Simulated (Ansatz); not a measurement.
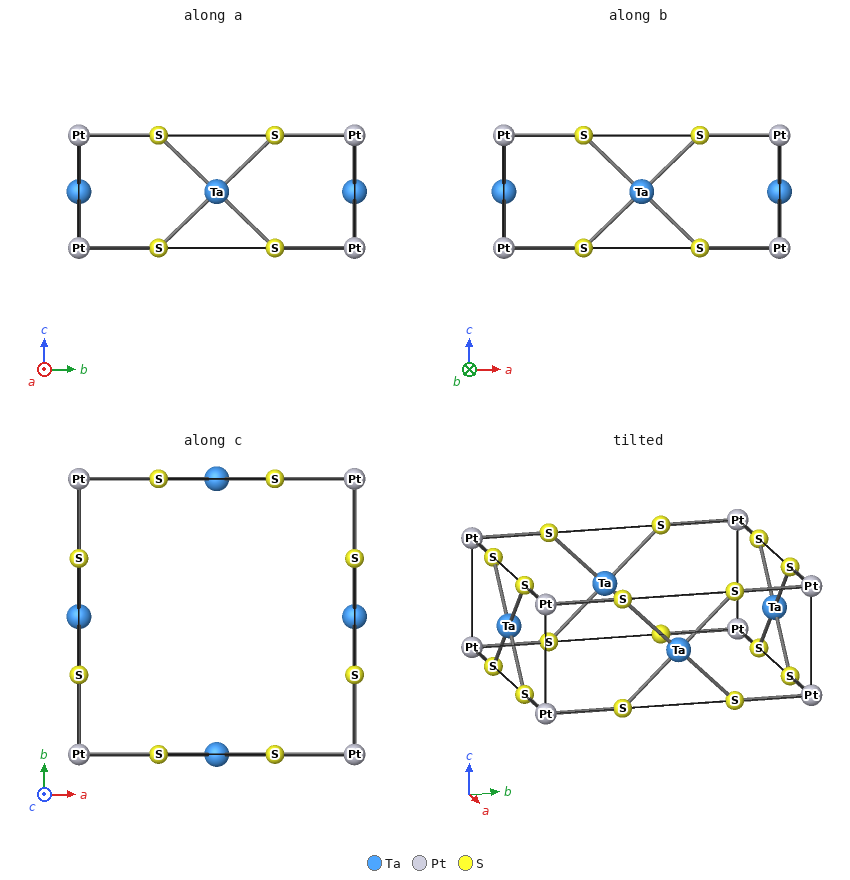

We look at a ball-and-stick model of the crystal along the a axis, along the b axis, along the c axis and slightly off an axis. Thin lines show the conventional unit cell, with boundary atoms drawn in all their periodic places.

Lattice parameters: a = 8.1404 Å, b = 8.1404 Å, c = 3.3285 Å, α = 90.000°, β = 90.000°, γ = 90.000°.

Transcribe the picture into a CIF in P1 with every atom of the cell, with free fractional coordinates to two decimals.

```cif
data_structure
_symmetry_space_group_name_H-M 'P 1'
_symmetry_Int_Tables_number 1
_cell_length_a 8.1404
_cell_length_b 8.1404
_cell_length_c 3.3285
_cell_angle_alpha 90.000
_cell_angle_beta 90.000
_cell_angle_gamma 90.000
_cell_volume 220.57
loop_
_atom_site_label
_atom_site_type_symbol
_atom_site_fract_x
_atom_site_fract_y
_atom_site_fract_z
_atom_site_occupancy
Ta1 Ta 0.00 0.50 0.50 1
Ta2 Ta 0.50 0.00 0.50 1
Pt1 Pt 0.00 0.00 0.00 1
S1 S 0.29 0.00 0.00 1
S2 S 0.71 0.00 0.00 1
S3 S 0.00 0.29 0.00 1
S4 S 0.00 0.71 0.00 1
```

The model was built from a random cell made by a generator, so it need not be a real form of the compound. A relaxation with DFT PBE, scalar-relativistic, plane waves, PAW (Ansatz 0.2.0) gave the geometry drawn.
